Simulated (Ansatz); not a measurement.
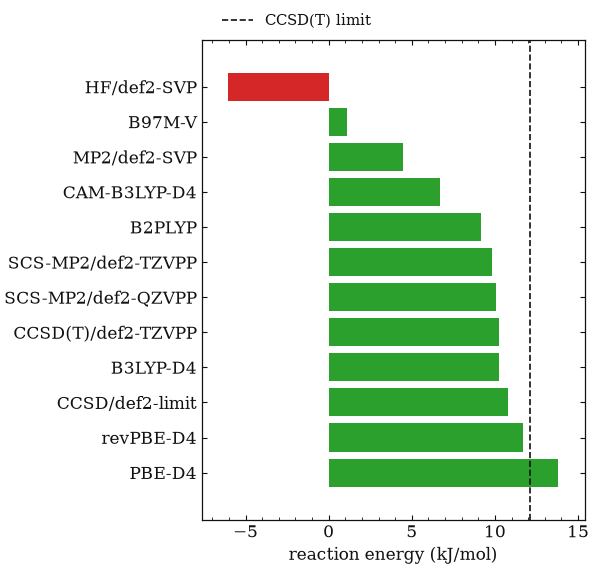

Electronic reaction energy of InHSeClF ([F][In]([Cl])[SeH]) + HCl (Cl) → InCl₂F ([F][In]([Cl])[Cl]) + H₂Se ([SeH2]) (SMILES in brackets) at several levels (functionals in def2-TZVPP unless a basis is named), isolated molecules at PBE0-D4 triple-zeta geometries, minima by their frequencies, no zero-point or thermal terms, the Ansatz code. The line is frozen-core CCSD(T) at the basis limit (MP2 extrapolated from triple and quadruple zeta, plus CCSD(T) less MP2 in a smaller set). B2PLYP holds a correlation term that converges slowly with the basis, so part of the distance to the limit is basis error. No dispersion term is added to B2PLYP. The distance of HF/def2-SVP, MP2/def2-SVP, SCS-MP2/def2-TZVPP, SCS-MP2/def2-QZVPP and CCSD(T)/def2-TZVPP to the limit includes basis error. Core potentials past Kr.

### Which level comes closest to the line (CCSD(T) limit), and which misses most?

Closest revPBE-D4 (11.7 kJ/mol), against 12.1 kJ/mol; farthest HF/def2-SVP (−6.0 kJ/mol).

### What range do the values span, the line included?

From −6.0 kJ/mol (HF/def2-SVP) to 13.8 kJ/mol (PBE-D4).

Known limits of this run: no scalar relativity up to krypton; outer-core shells are correlated without core-valence functions, which makes the correlated values less sure; spin-orbit coupling is left out, and with In it can shift these values.
